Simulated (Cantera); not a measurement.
Feed: 1 mol Al2O3, 15 mol HF, 2.6 mol O2, held at 4.40 Pa.

Cantera equilibrium calculation (NASA polynomials, part measured and part estimated; ideal gas, pure solids and liquids). Candidate condensed phases: Al, AlF3, Al2O3, H2O; 38 gas species. Equilibrium is a limit: real reactors are often held back by kinetics, nucleation or transport.

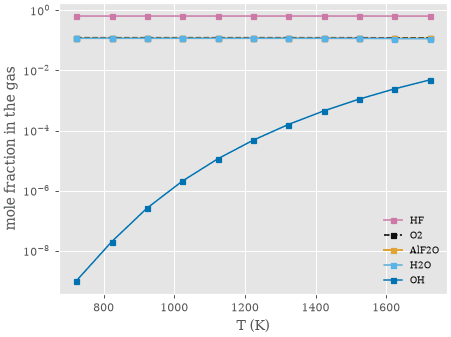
*Equilibrium gas composition (values under 1e-9 drawn at 1e-9)*

Task: Read off the mole fractions at 1223 K.

Result: HF about 0.64, O2 about 0.12, AlF2O about 0.12, H2O about 0.12, OH about 4.7e-5.
